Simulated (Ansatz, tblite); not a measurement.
# BMe2(CN) (C₃H₆BN): which spin state is lowest

Is the singlet the ground state of BMe2(CN) (C₃H₆BN)? Other spin states are computed and compared level by level.

Computed with Ansatz 0.2.0, Gaussian basis. Level: as each input shows.

The runs, in order: triplet, at the geometry of the singlet (GFN1-xTB, GFN2-xTB, PBE0-D4/def2-TZVP, PBE-D4/def2-TZVP, r2SCAN-D4/def2-TZVP); the singlet's energies come from earlier runs.

## 1. The relaxed structure

The singlet was relaxed beforehand with PBE-D4/def2-SVP.

11 atoms, charge 0, spin multiplicity 1.

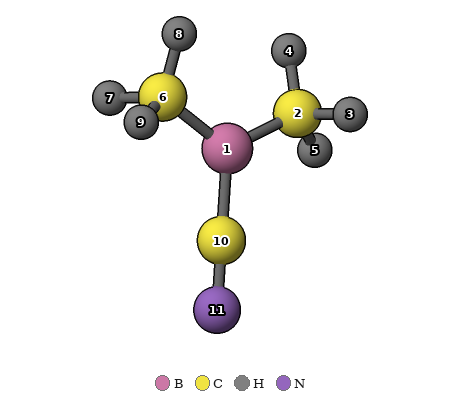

The geometry (boron pink, carbon yellow, hydrogen grey, nitrogen purple); atoms are numbered from 1 in the order of the file.

## 2. Triplet at the fixed geometry, GFN1-xTB

Tight binding, by tblite at 300 K electronic temperature and without a spin-polarisation term:

```python
tblite.interface.Calculator('GFN1-xTB', numbers, positions, charge=0, uhf=2).singlepoint()
```

Energy -381.0991 eV; 0.005 s.

## 3. Triplet at the fixed geometry, GFN2-xTB

Tight binding, by tblite at 300 K electronic temperature and without a spin-polarisation term:

```python
tblite.interface.Calculator('GFN2-xTB', numbers, positions, charge=0, uhf=2).singlepoint()
```

Energy -365.7197 eV; 0.003 s.

## 4. Triplet at the fixed geometry, PBE0-D4/def2-TZVP

in.yaml

```yaml
crystal:
  periodic: [false, false, false]
  atoms:
    - {symbol: B, position_ang: [-0.119925, -0.205751, 0.001574]}
    - {symbol: C, position_ang: [1.445325, -0.267788, -0.016584]}
    - {symbol: H, position_ang: [1.747407, -0.457622, 1.042786]}
    - {symbol: H, position_ang: [1.930373, 0.680203, -0.320850]}
    - {symbol: H, position_ang: [1.860023, -1.118552, -0.593533]}
    - {symbol: C, position_ang: [-0.948706, 1.123570, 0.011447]}
    - {symbol: H, position_ang: [-1.267774, 1.282730, -1.048013]}
    - {symbol: H, position_ang: [-0.363871, 2.016987, 0.305223]}
    - {symbol: H, position_ang: [-1.890671, 1.067854, 0.593011]}
    - {symbol: C, position_ang: [-0.901835, -1.552245, 0.009170]}
    - {symbol: N, position_ang: [-1.490345, -2.569397, 0.015779]}
basis:
  gaussian: {orbitals: def2-TZVP}
magnetization: {spin_polarized: true, initial_magnetization: 2}
hamiltonian: {xc: pbe0, dispersion: d4}
scf: {omitted_lower_state_checks: [starts]}
output: {orbitals: {seedname: orbitals}}
```

On the command line:

```sh
$ ansatz run in.yaml --threads 4 --pin off --events-out ev --progress --plain --max-ram 3916MiB
```

The log of the run:

```text
Functional definition: PBE0
  name "PBE0"
  cite "Adamo & Barone, J. Chem. Phys. 110, 6158 (1999) doi:10.1063/1.478522"
  cite "Perdew, Burke & Ernzerhof, Phys. Rev. Lett. 77, 3865 (1996) doi:10.1103/PhysRevLett.77.3865"
  parent pbe
  parameter a = 0.25
  parameter kappa = 0.804
  parameter beta = 0.06672455060314922
  exchange = (1 - a)*pbe_x(kappa = kappa, mu = beta*pi^2/3) + a*exact_x
  correlation = pbe_c(beta = beta)
these checks for a lower state are left out or cut short: starts
1128 factors; their error is unknown
mean field evaluation 1: about -5356.4847 eV, gradient 4.4e1 eV
mean field evaluation 2: about -5348.6263 eV, gradient 5.5e1 eV
mean field evaluation 4: about -5365.5435 eV, gradient 4.2e0 eV
mean field evaluation 8: about -5365.6332 eV, gradient 2.1e-1 eV
mean field evaluation 16: about -5365.6351 eV, gradient 4.7e-3 eV
mean field evaluation 32: about -5365.6351 eV, gradient 2.4e-5 eV
mean field -5365.63506334 eV, -197.1834516197 hartree, gradient 1.3e-5 eV, S^2 2.017867; 0 other end points of the search recorded, 0 dependent functions left out
reference -5365.63509481 eV, -197.1834527763 hartree; 19, 17 occupied and 172, 174 virtual orbitals, 1128 factors
Total energy: -5365.78983862 eV, -197.1891395062 hartree
Checks for a lower state left out: starts
```

Wall time 8.5 s (4 threads of Arm Neoverse V2, shared host); peak memory 0.65 GiB.

Report: HOMO -4.42 eV, LUMO -7.04 eV (over both spins; with the spin held, an empty level of the minority spin lies below the top filled one); ⟨S²⟩ 2.018 (pure: 2.00).

## 5. Triplet at the fixed geometry, PBE-D4/def2-TZVP

start.molden holds the orbitals of an earlier run on this state, given as this run's starting guess.

in.yaml: that of step 4 with these lines changed.

```diff
@@ -15,5 +15,5 @@
 basis:
-  gaussian: {orbitals: def2-TZVP}
+  gaussian: {orbitals: def2-TZVP, initial_orbitals: start.molden}
 magnetization: {spin_polarized: true, initial_magnetization: 2}
-hamiltonian: {xc: pbe0, dispersion: d4}
+hamiltonian: {xc: pbe, dispersion: d4}
 scf: {omitted_lower_state_checks: [starts]}
```

Same command.

The log of the run:

```text
Functional definition: PBE
  name "PBE"
  cite "Perdew, Burke & Ernzerhof, Phys. Rev. Lett. 77, 3865 (1996) doi:10.1103/PhysRevLett.77.3865"
  parent pbe
  parameter kappa = 0.804
  parameter beta = 0.06672455060314922
  exchange = pbe_x(kappa = kappa, mu = beta*pi^2/3)
  correlation = pbe_c(beta = beta)
these checks for a lower state are left out or cut short: starts
1128 factors; their error is unknown
mean field evaluation 1: about -5365.3017 eV, gradient 6.1e0 eV
mean field evaluation 2: about -5365.4234 eV, gradient 2.3e-1 eV
mean field evaluation 4: about -5365.4027 eV, gradient 9.0e-3 eV
mean field evaluation 8: about -5365.4027 eV, gradient 8.0e-6 eV
mean field -5365.40267088 eV, -197.1749113542 hartree, gradient 8.0e-6 eV, S^2 2.006548; 0 other end points of the search recorded, 0 dependent functions left out
reference -5365.40271330 eV, -197.1749129132 hartree; 19, 17 occupied and 172, 174 virtual orbitals, 1128 factors
Total energy: -5365.58597376 eV, -197.1816476108 hartree
Checks for a lower state left out: starts
```

Run time: 2.9 s. Hardware: 4 threads of Arm Neoverse V2, shared host.

From the report: HOMO -3.40 eV, LUMO -7.69 eV (over both spins; with the spin held, an empty level of the minority spin lies below the top filled one); ⟨S²⟩ 2.007 (pure: 2.00).

## 6. Triplet at the fixed geometry, r2SCAN-D4/def2-TZVP

in.yaml: that of step 5 with these lines changed.

```diff
@@ -17,3 +17,3 @@
 magnetization: {spin_polarized: true, initial_magnetization: 2}
-hamiltonian: {xc: pbe, dispersion: d4}
+hamiltonian: {xc: r2scan, dispersion: d4}
 scf: {omitted_lower_state_checks: [starts]}
```

The command is unchanged.

The log of the run:

```text
Functional definition: r2SCAN
  name "r2SCAN"
  cite "Furness, Kaplan, Ning, Perdew & Sun, J. Phys. Chem. Lett. 11, 8208 (2020) doi:10.1021/acs.jpclett.0c02405"
  cite "Furness, Kaplan, Ning, Perdew & Sun, J. Phys. Chem. Lett. 11, 9248 (2020) doi:10.1021/acs.jpclett.0c03077"
  parent r2scan
  parameter k0 = 0.174
  parameter k1 = 0.065
  parameter a1 = 4.9479
  exchange = r2scan_x(k0 = k0, k1 = k1, a1 = a1)
  correlation = r2scan_c
these checks for a lower state are left out or cut short: starts
1128 factors; their error is unknown
mean field evaluation 1: about -5369.3294 eV, gradient 3.5e0 eV
mean field evaluation 2: about -5369.3767 eV, gradient 7.8e-2 eV
mean field evaluation 4: about -5369.3584 eV, gradient 5.0e-3 eV
mean field evaluation 8: about -5369.3583 eV, gradient 1.5e-5 eV
mean field -5369.35834779 eV, -197.3202797994 hartree, gradient 1.5e-5 eV, S^2 2.016786; 0 other end points of the search recorded, 0 dependent functions left out
reference -5369.35836250 eV, -197.3202803399 hartree; 19, 17 occupied and 172, 174 virtual orbitals, 1128 factors
Total energy: -5369.40617873 eV, -197.3220375540 hartree
Checks for a lower state left out: starts
```

It took 6.5 s on 4 threads of Arm Neoverse V2, shared host.

HOMO -3.67 eV, LUMO -7.63 eV (over both spins; with the spin held, an empty level of the minority spin lies below the top filled one); ⟨S²⟩ 2.017 (pure: 2.00).

## 7. Triplet less singlet, vertical

The singlet's energies are those of its earlier runs, whose logs aren't repeated here.

```csv
level,"triplet less singlet, vertical (eV)",time
GFN1-xTB,+4.198,0.01 s
GFN2-xTB,+3.600,0.006 s
PBE-D4/def2-TZVP,+4.431,4.2 s
r2SCAN-D4/def2-TZVP,+4.495,9.1 s
PBE0-D4/def2-TZVP,+4.755,11 s
```

Times add the two runs; a level without a time comes out of a correlated run. Tight binding without a spin term can't rank spin states.

## 8. What came out

| quantity | value |
| --- | --- |
| triplet less singlet, vertical, functionals in def2-TZVP | +4.431 (PBE-D4) to +4.755 eV (PBE0-D4) |

All functionals put the triplet above the singlet, over a spread of 0.324 eV. The checks for a lower triplet were left out, so another state of that spin may lie lower. These are electronic energies, without zero-point motion, entropy or surroundings.
